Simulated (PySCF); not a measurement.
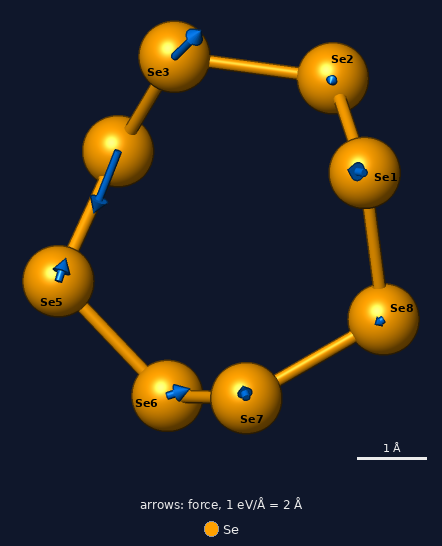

Starting geometry of Se8 with the computed forces as blue arrows. The picture is a ball-and-stick view, seen at a tilt.

The start comes from GFN2-xTB. Its atoms were then displaced at random by about 0.01 Å.

Computed with PySCF, PBE0-D3(BJ)/def2-SVP geometry optimisation, gas phase. 

> What follows when this structure is relaxed?

It isn't relaxed: the largest force vector, on a Se atom, is 0.53 eV/Å. The final displacements follow the starting forces only in part (cosine between the two patterns 0.31). The energy falls by 2.08 kJ/mol in 7 geometry steps. A Se atom moves most after the best rigid fit: 0.10 Å. Among the contacts that change: Se–Se 2.292 → 2.331 Å, Se–Se 2.367 → 2.328 Å, Se–Se 2.348 → 2.330 Å, Se–Se 2.322 → 2.329 Å. The run took 14 min on 1 thread of Intel(R) Xeon(R) Platinum 8488C, on a shared host.
